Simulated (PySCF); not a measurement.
# C₆H₁₀Si: what the fields show

| atom | x (Å) | y (Å) | z (Å) |
| --- | --- | --- | --- |
| C | -2.3745 | 1.7414 | 0.2831 |
| C | -1.8247 | 0.6061 | -0.1416 |
| C | -2.6201 | -0.6278 | -0.4552 |
| C | -0.4253 | 0.4907 | -0.3269 |
| C | 0.7583 | 0.3681 | -0.5113 |
| C | 2.1783 | 0.2275 | -0.6998 |
| Si | 3.0838 | -0.0176 | 0.9689 |
| H | -3.4382 | 1.8340 | 0.4223 |
| H | -1.7781 | 2.6102 | 0.5031 |
| H | -3.6806 | -0.4528 | -0.2909 |
| H | -2.2951 | -1.4543 | 0.1765 |
| H | -2.4641 | -0.9230 | -1.4925 |
| H | 2.3685 | -0.6249 | -1.3570 |
| H | 2.5639 | 1.1196 | -1.2000 |
| H | 2.8895 | 1.1698 | 1.7997 |
| H | 2.5450 | -1.1999 | 1.6400 |
| H | 4.5063 | -0.2058 | 0.6716 |

Geometry: GFN2-xTB.

Theory: PBE0/pcSseg-1, SCF density, gas phase, non-relativistic (PySCF).

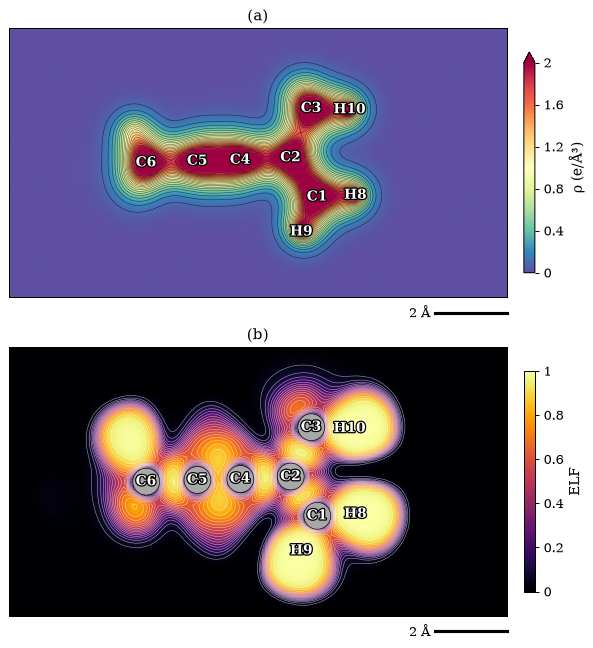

Figure 1. (a) electron density; (b) electron localisation function on the plane of atoms C2, C1 and H9. Grey discs cover the atomic cores in the ELF map.

Describe what can be read from this map.

Answer. The section cuts through C and H sites. C–C (1.20 Å): ρ is about 2.7 e/Å³ halfway; the ELF peaks at about 0.85 between the atoms: a multiple bond. C–H (1.08 Å): ρ is about 2 e/Å³ halfway; the ELF climbs to about 1 towards the hydrogen, as it does in any bond to H: a covalent bond by its length. C–C (1.33 Å): ρ is about 2.3 e/Å³ halfway; the ELF peaks at about 0.95 between the atoms (a short, multiple covalent bond).

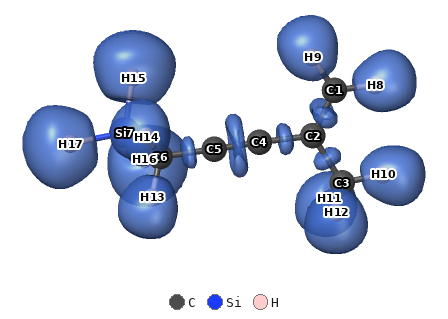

Figure 2. Isosurface of the electron localisation function at 0.85 (blue), seen across its widest extent. Core shells and regions of very low density are left out.

Describe the localisation domains.

Answer. The ELF exceeds this value in five regions between bonded C–C atoms (shared pairs), one region between bonded C–Si atoms (shared pairs) and ten regions around hydrogen nuclei.


 C–Si (1.91 Å): the ELF peaks at about 0.95 between the atoms; a shared electron pair.

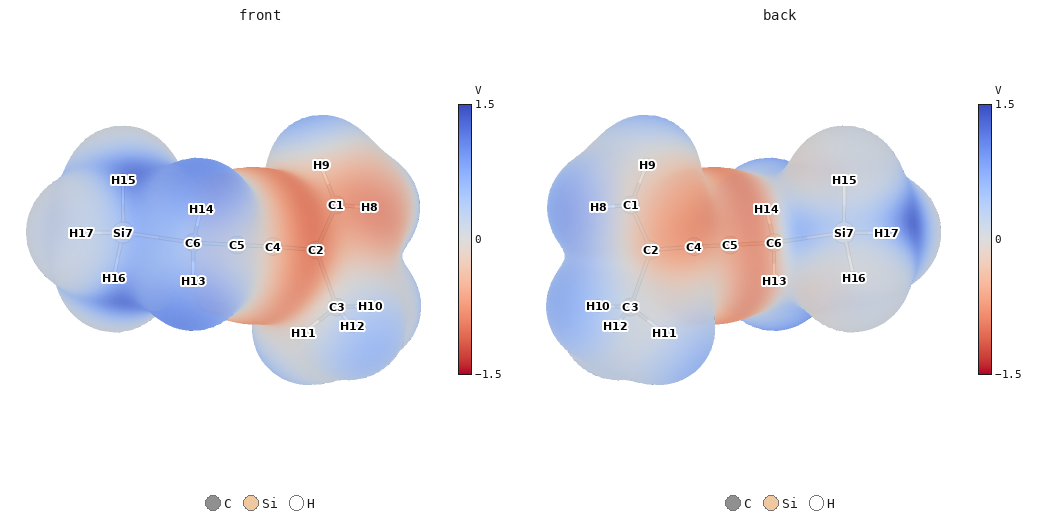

Figure 3. The molecular electrostatic potential painted on the density surface at 0.002 e/bohr³, seen from the front and from behind; red is negative and blue positive.

Where is the surface potential most negative and most positive?

Answer. The most negative region (about −0.9 V) lies over C4 and C5, the most positive (about +1.2 V) over Si7.

What dipole moment does the calculation give?

Answer. Its dipole moment is 0.66 D.
